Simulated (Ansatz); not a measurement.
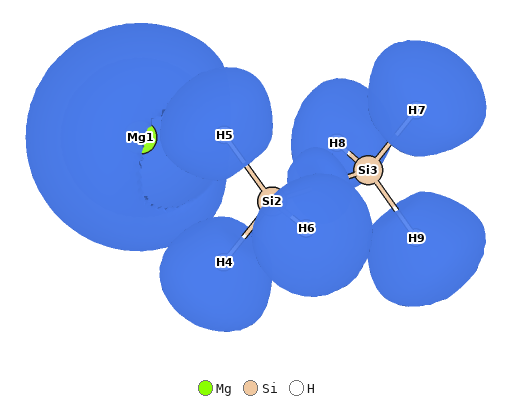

*H$_{6}$MgSi$_{2}$. Isosurface of the ELF at 0.9 (blue), seen at an oblique angle. Core shells and regions of very low density are left out.*

Geometry: PBE0-D4/def2-TZVP; at this geometry the atoms fall into two loosely joined parts.

Level of theory: RKS PBE0-D4/def2-TZVPP in Ansatz.

Input file:

```
crystal:
  periodic: [false, false, false]
  atoms:
    - {symbol: Mg, position_ang: [-2.256166, -0.502995, -2.090478]}
    - {symbol: Si, position_ang: [0.622617, 1.121333, 0.153201]}
    - {symbol: Si, position_ang: [0.771605, -1.050362, 1.009610]}
    - {symbol: H, position_ang: [-0.734084, 1.687346, 0.383117]}
    - {symbol: H, position_ang: [0.899482, 1.132209, -1.308709]}
    - {symbol: H, position_ang: [1.623909, 1.987171, 0.836050]}
    - {symbol: H, position_ang: [2.140440, -1.587678, 0.782951]}
    - {symbol: H, position_ang: [-0.209635, -1.956221, 0.353979]}
    - {symbol: H, position_ang: [0.500629, -1.034088, 2.472548]}
basis:
  gaussian: {orbitals: def2-TZVPP}
hamiltonian: {xc: pbe0, dispersion: d4}
output: {orbitals: {seedname: orbitals}}
```

Launched as:

```sh
ansatz run in.yaml --threads 2 --pin off --events-out ev --progress --plain --max-ram 4352MiB
```

Question: Where are the electrons localised?

Answer: At this value the surface marks out one region between bonded Si–Si atoms (shared pairs), six regions around hydrogen nuclei and one region wrapped around Mg (its valence shell). Profiles from the grid: Mg1···H8 (3.50 Å): the ELF dips to about 0.05 between them; a non-bonded, intermolecular contact. Si–Si (2.34 Å): the ELF peaks at about 1 between the atoms: localised, covalent bonding.
